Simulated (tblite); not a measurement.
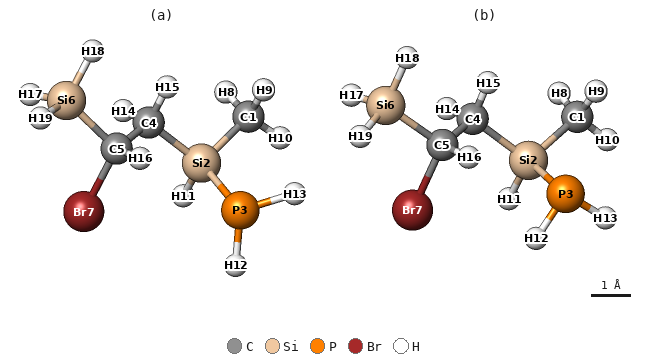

The structure of C3H12BrPSi2 before (left) and after (right) a relaxation, at one scale.

The picture is a ball-and-stick view, seen at a tilt.

Theory: tblite, GFN2-xTB geometry optimisation, gas phase. 

Question: What changed between the two?

Answer: The largest move after the best rigid fit is that of H12, 1.07 Å. By element the largest moves are H 1.07 Å, P 0.52 Å, C 0.21 Å, Si 0.20 Å, Br 0.17 Å. Among the contacts that change: P3–H13 1.470 → 1.382 Å, Si2–P3 2.173 → 2.252 Å, P3–H12 1.454 → 1.382 Å, Si2–C4 1.853 → 1.919 Å. Bond angles that change, for instance: H12–P3–H13 112.0° → 92.6°, Si2–P3–H12 113.4° → 95.5°, Si2–P3–H13 108.0° → 95.0°. After 97 geometry steps the energy has fallen by 103.7 kJ/mol. Cost: 0.85 s on 1 thread of Arm Neoverse V2, with other jobs on the host.
